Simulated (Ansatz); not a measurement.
One crystal and one scan (generalised stacking-fault energy along a line) at two levels, PBE (plane waves to 420 eV, PAW, scalar-relativistic; Ansatz, an electronic-structure program) and r2SCAN (plane waves to 500 eV, PAW, scalar-relativistic; Ansatz), each from its own relaxed cell and on its own mesh. The cell shown is that of PBE.

LiF (rock salt) is sheared across one {110} plane: the third cell vector gains the shift, so faults repeat every 4.3 Å. The cut lies between planes 1.44 Å apart; the cell height is held.

```xyz
6
Lattice="2.8764 0.0000 0.0000 0.0000 4.0679 0.0000 1.4382 2.0339 4.3146" Properties=species:S:1:pos:R:3 pbc="T T T"
F      1.1985     1.6949     3.5955
F      1.1985     1.6949     0.7191
F      2.6367     3.7289     2.1573
Li     1.1985     3.7289     3.5955
Li     1.1985     3.7289     0.7191
Li     2.6367     1.6949     2.1573
```

In-plane vectors a = (2.876, 0.000) Å, b = (0.000, 4.068) Å, area 11.70 Å². The shift is s times the vector a + b (length 4.982 Å), so s = 1 restores the start. Atoms relax along the normal only. γ = [E(shift) − E(0)] / area.

Energies are extrapolated to zero smearing. LiF was relaxed with its symmetry unable to fall. Faults lie only 4.2 Å apart, and holding the cell height raises γ above its relaxed value. Faults lie only 4.3 Å apart, and holding the cell height raises γ above its relaxed value. Some relaxations began with atoms very close together and may have settled on another branch. Percentages come from the unrounded values. Both scans cover s from 0.000 to 0.917.

```tsv
quantity	PBE	r2SCAN	PBE − r2SCAN
Lattice constant a (Å)	4.068	3.990	+0.078 (+1.9 %)
Band gap of the relaxed cell, no spin-orbit coupling (eV)	8.83	10.33	-1.50 (-14 %)
Highest computed γ on the line (J/m²)	4.76	5.50	-0.74 (-13 %)
Steepest slope dγ/d(shift) before the first maximum (spline) (GPa)	30	35	-5 (-15 %)
```

PBE gives the higher value for: lattice constant a. PBE gives the lower value for: band gap of the relaxed cell, no spin-orbit coupling; highest computed γ on the line; steepest slope dγ/d(shift) before the first maximum. Both give the same position of the highest point: s = 0.500. Neither level is exact: the differences show how much the result hangs on the functional.

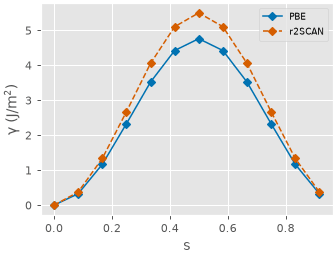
Figure: γ, each from zero shift of its own level.

(The slope of γ gives the shear force per area between the displaced halves; near zero shift its curvature is an elastic stiffness.)
